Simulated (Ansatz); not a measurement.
## SrMgNCl (built on the sites of a database entry of Sr2NCl): relaxing the cell for a phonon run: relaxation

Ansatz 0.2.0; DFT PBE, scalar-relativistic, plane waves, norm-conserving pseudopotentials.

The structure was built from a prototype and need not be the compound's stable phase.

It takes space group R3m (No. 160, trigonal). Conventional cell: a = 3.610 Å, b = 3.610 Å, c = 19.837 Å, α = 90.00°, β = 90.00°, γ = 120.00°. Nearest to Mg lie 3 N at 2.28 Å and 3 Cl at 2.91 Å. Nearest to Sr lie 3 N at 2.53 Å and 3 Cl at 3.05 Å. Nearest to N lie 3 Mg at 2.28 Å and 3 Sr at 2.53 Å. Nearest to Cl lie 3 Mg at 2.91 Å and 3 Sr at 3.05 Å. Farther neighbours and most contacts between anions are not listed.

Relaxation path:

```tsv
step	energy less that of the first step (eV)	largest force component (eV/Å)	pressure (GPa)	volume (Å³)
1	0.0000	0.0384	-0.01	74.64
2	0.0001	0.0577	0.03	74.53
3	-0.0002	0.0080	0.01	74.62
4	-0.0002	0.0077	0.00	74.65
5	-0.0002	0.0042	-0.01	74.65
6*	-0.0002	0.0041	-0.01	74.65
```

Relaxation steps marked * repeat the geometry before them on a plane-wave basis chosen anew for their cell, so energy and pressure can jump there. Relaxation step 2 was tried and not accepted.

Forces are held to the 6 operations that the run works with; a distortion that breaks them can't arise in this run.

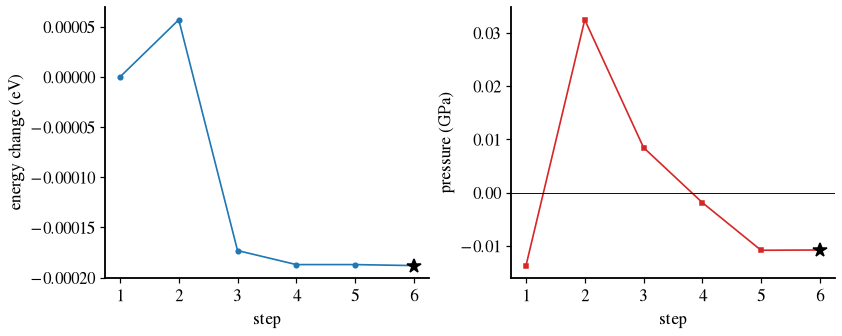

Energy and pressure along the relaxation. Stars mark steps on a basis chosen anew.

```tsv
conventional cell, symmetrised	before	after	change
a (Å)	3.610	3.612	+0.1 %
b (Å)	3.610	3.612	+0.1 %
c (Å)	19.837	19.815	-0.1 %
volume (Å³/atom)	18.66	18.66	+0.0 %
```

The relaxed structure:

```xyz
4
Lattice="1.8062 1.0428 6.6050 -1.8062 1.0428 6.6050 0.0000 -2.0857 6.6050" Properties=species:S:1:pos:R:3 pbc="T T T"
Mg    0.0000    0.0000    4.4379
Sr    0.0000    0.0000   15.2927
N     0.0000    0.0000   10.1274
Cl    0.0000    0.0000   -0.1355
```

This step gave:

```
pressure           : -0.01077 GPa
gap on the k-mesh  : 2.122 eV
direct gap on mesh : 2.122 eV
```

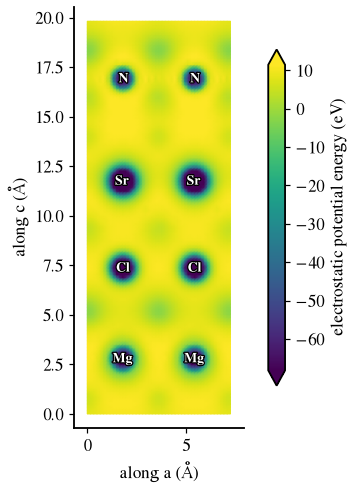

Electrostatic potential energy in the ac plane of the conventional cell at fractional y = 0.000, with atoms of Mg and Sr and N and Cl within 0.2 Å of it. With pseudopotentials it is smooth inside the atoms' cores, unlike the true potential. The map starts off the cell's origin, so that atoms lie inside it.

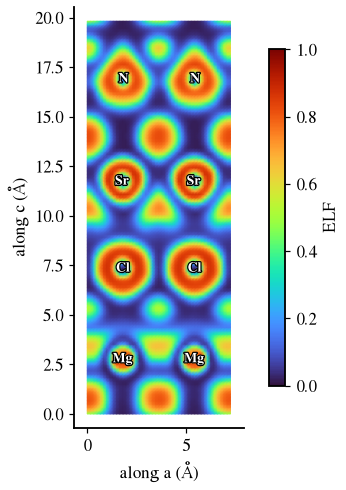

ELF in the ac plane of the conventional cell at fractional y = 0.000, with atoms of Mg and Sr and N and Cl within 0.2 Å of it. It is the smooth field of the valence electrons, not physical close to the nuclei. The map starts off the cell's origin, so that atoms lie inside it.

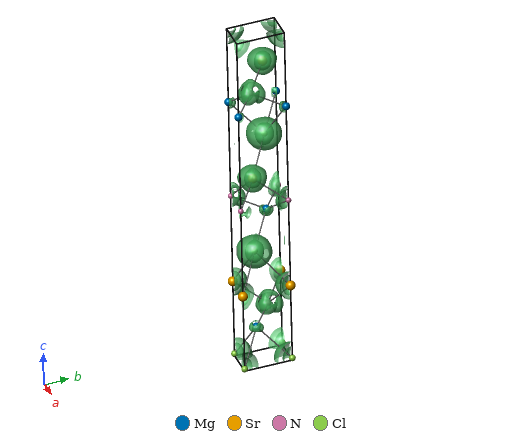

Surface of ELF = 0.81. Bonds to atoms that aren't drawn are left out.

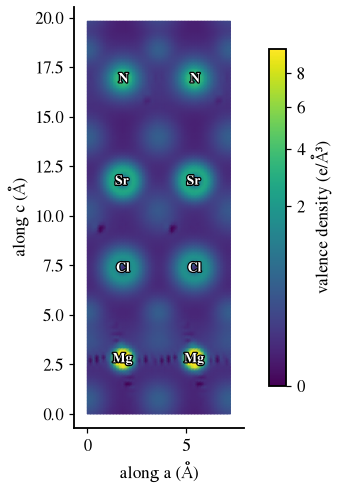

Valence density in the ac plane of the conventional cell at fractional y = 0.000, with atoms of Mg and Sr and N and Cl within 0.2 Å of it. It is the smooth field of the valence electrons, not physical close to the nuclei. The map starts off the cell's origin, so that atoms lie inside it. The colour scale is stretched toward low values.

Q: Write an input that reproduces this.

The system, level and task follow from the heading and the kind of results. Meshes, cutoffs and thresholds can't be read from the results; these are the ones that the run used.

input.yaml reads:

```yaml
crystal:
  lattice:
    - [1.8051543473, 1.0422046189, 6.6124757051]
    - [-1.8051543473, 1.0422046189, 6.6124757051]
    - [0.0, -2.0844144261, 6.6124748874]
  atoms:
    - { symbol: Mg, position: [0.2240252839, 0.2240252839, 0.2240252839] }
    - { symbol: Sr, position: [0.7720074387, 0.7720074387, 0.7720074387] }
    - { symbol: "N", position: [0.5111082384, 0.5111082384, 0.5111082384] }
    - { symbol: Cl, position: [-0.007140961, -0.007140961, -0.007140961] }
kpoints:
  mp_grid: { grid: [9, 9, 9] }
hamiltonian:
  xc: pbe
  pseudopotentials: { kind: nc }
scf:
  occupations: { method: gaussian, width: 0.02 }
output:
  forces: true
  stress: true
  eigenvalues: true
  write_density: true
  write_potential: true
  elf: true
  volumetric_format: npy
relax:
  adjacent_minimum: "off"
  f_tol: 0.005
  max_steps: 80
  cell: { stress_tol: 0.05 }
```

The run is started by

```bash
> ansatz run input.yaml --threads 8 --pin off --max-ram 14336MiB --backend cpu --events-out ev --progress --plain --runs-dir out
```

[Logs are printed without paths, hosts, clocks, repeated set-up lines and the standing remarks that a program may print on its own settings, such as how far it seeks lower states.]

[Hosts, paths, dates, database ids (printed as entryN), source tags and the programs' standing remarks are cut or masked in the printed files.]
